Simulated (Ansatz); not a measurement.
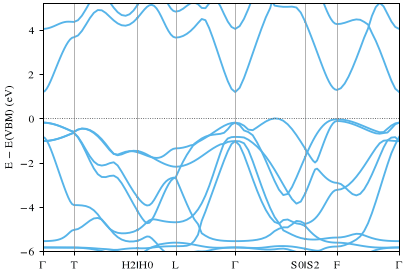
Figure. Band structure from r²SCAN (plane waves, PAW; program Ansatz)

The gap is 1.19 eV; an edge lies off the plotted path or next to a special point (maximum off the standard path, minimum at Γ).

**Question.** Which of these materials gives this?
A. ZnSnN2, R-3m (Zn on 3a, Sn on 3b, N on 6c)
B. RbLaS2, R-3m (Rb on 3a, La on 3b, S on 6c)
C. KYTe2, R-3m (K on 3b, Y on 3a, Te on 6c)
D. ZnPbO3, R3c (Zn on 6a, Pb on 6a, O on 18b)

**Answer.** A, ZnSnN2, R-3m (Zn on 3a, Sn on 3b, N on 6c)

The start of the workflow was typed in or built on a structure type; neither database checked (COD, Materials Project) lists it. Its standing as an ambient phase is unchecked. The cell was relaxed with r²SCAN under the symmetry of its start; its stability against distortions is not shown here. Its formation energy is positive at this level, so the cell may be metastable or incomplete. Scalar-relativistic: spin–orbit coupling is off unless named, which matters more the heavier the elements.

Potentials: the later of the program's two PAW sets.
